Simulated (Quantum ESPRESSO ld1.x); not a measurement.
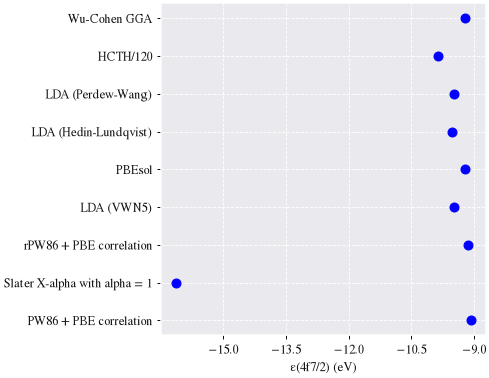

System: Er⁺ (Z = 68, 67 electrons), configuration [Xe] 4f12 6s1 (4f5/2: 6, 4f7/2: 6). All runs are Dirac and spherical, computed with Quantum ESPRESSO ld1.x 7.5. The plot shows the eigenvalue (eV) of the 4f7/2 orbital by 9 methods.

### How much do the methods differ, and in which order?

The deepest is Slater X-alpha with alpha = 1 (−16.1) and the shallowest PW86 + PBE correlation (−9.07), a spread of 7.07 eV. In order (eV): Slater X-alpha with alpha = 1 (−16.1), HCTH/120 (−9.85), LDA (Hedin-Lundqvist) (−9.53), LDA (VWN5) (−9.48), LDA (Perdew-Wang) (−9.48), PBEsol (−9.23), Wu-Cohen GGA (−9.22), rPW86 + PBE correlation (−9.14), PW86 + PBE correlation (−9.07).
